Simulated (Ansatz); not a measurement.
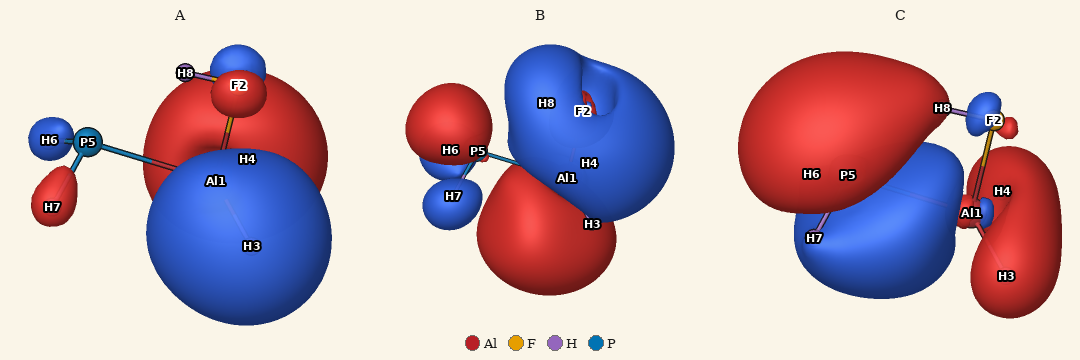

The picture shows: AlFH$_{5}$P. Three frontier orbitals at ±0.06 Å⁻³ᐟ² (blue and red are the two phases), in no order.

Level of theory: RKS B3LYP/6-31G* in Ansatz.

```
atom    x (Å)    y (Å)    z (Å)
  Al   0.0806  -0.3745  -0.1060
   F  -0.1084   0.0844   1.8746
   H   1.4501   0.3340  -0.4788
   H  -1.3326   0.0615  -0.6801
   P   0.2266  -2.5758   0.8156
   H  -0.7251  -3.3490   0.1109
   H   1.4105  -3.1353   0.2816
   H  -0.0442  -0.8449   2.1737
```

**Which picture is the HOMO−1, the HOMO and the LUMO?**

A is the HOMO−1 (−8.10 eV). Its weight (Hirshfeld) is mainly on Al1 (about 35 %), H3 (about 30 %) and H4 (about 30 %). C is the HOMO (−6.72 eV). It lies mainly on P5 (about 70 %) and Al1 (about 15 %); largely a lone pair of P5. B is the LUMO (−0.57 eV). It lies mainly on Al1 (about 55 %), P5 (about 15 %), F2 (about 10 %) and H8 (about 5 %).

**What is the HOMO–LUMO gap?**

6.15 eV between the orbital energies.
